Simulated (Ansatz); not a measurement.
# CH₄BFTe: how energies converge with the basis set

Aim: see how fast density functionals converge with the basis set for CH₄BFTe.

Computed with Ansatz 0.2.0, Gaussian basis. Level: one geometry, several basis sets.

Plan: PBE0-D4/def2-SVP; ωB97M-V/def2-SVP; PBE0-D4/def2-QZVPP; ωB97M-V/def2-QZVPP; the functionals' def2-TZVPP values are taken from earlier runs.

### 1 The relaxed structure

All runs share one geometry, relaxed beforehand with PBE0-D4 in a triple-zeta def2 set. Te takes the def2 core potential; no spin-orbit term is included.

8 atoms, charge 0, spin multiplicity 1.

Atoms are counted from 1 here; the program's logs count them from 0.

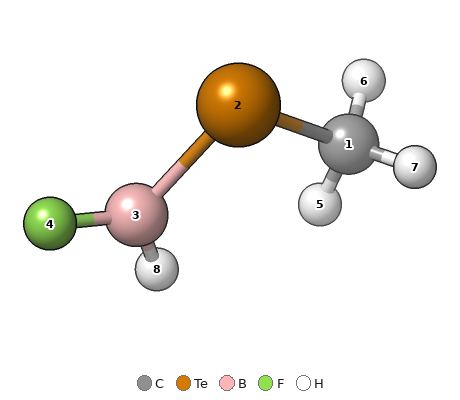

The structure; carbon grey, tellurium orange, boron pink, fluorine green, hydrogen white; atoms are numbered from 1 in the order of the file.

Coordinates:

```xyz
8
charge 0, multiplicity 1
C    -0.64460    1.09503   -0.58820
Te    0.71307    0.74859    1.03295
B     0.82842   -1.35845    0.72036
F     1.58397   -2.10952    1.50142
H    -0.86936    0.13450   -1.04795
H    -1.55288    1.54639   -0.19675
H    -0.17255    1.75684   -1.31001
H     0.20613   -1.87038   -0.16762
```

### 2 PBE0-D4 in def2-SVP

Contents of in.yaml:

```yaml
crystal:
  periodic: [false, false, false]
  atoms:
    - {symbol: C, position_ang: [-0.644597, 1.095034, -0.588200]}
    - {symbol: Te, position_ang: [0.713072, 0.748588, 1.032948]}
    - {symbol: B, position_ang: [0.828415, -1.358453, 0.720359]}
    - {symbol: F, position_ang: [1.583975, -2.109517, 1.501423]}
    - {symbol: H, position_ang: [-0.869364, 0.134499, -1.047946]}
    - {symbol: H, position_ang: [-1.552883, 1.546388, -0.196754]}
    - {symbol: H, position_ang: [-0.172547, 1.756836, -1.310013]}
    - {symbol: H, position_ang: [0.206129, -1.870376, -0.167618]}
basis:
  gaussian: {orbitals: def2-SVP}
hamiltonian: {xc: pbe0, dispersion: d4}
output: {orbitals: {seedname: orbitals}}
```

Run with:

```console
$ ansatz run in.yaml --threads 2 --pin off --events-out ev --progress --plain --max-ram 4352MiB
```

Further steps of the session: ωB97M-V in def2-SVP; PBE0-D4 in def2-QZVPP; ωB97M-V in def2-QZVPP.

Q: Predict the results of all the runs planned. Wanted: PBE0-D4: double and triple zeta above quadruple; ωB97M-V: double and triple zeta above quadruple.

**Answer**, as computed:

| quantity | value |
| --- | --- |
| PBE0-D4: double and triple zeta above quadruple | 5.93, 0.30 eV |
| ωB97M-V: double and triple zeta above quadruple | 6.14, 0.29 eV |

In words: For PBE0-D4 the step from double to triple zeta gains 5.63 eV and the next only 0.30 eV. These are total energies; as a rule much of such shifts cancels in differences, which this series doesn't test.
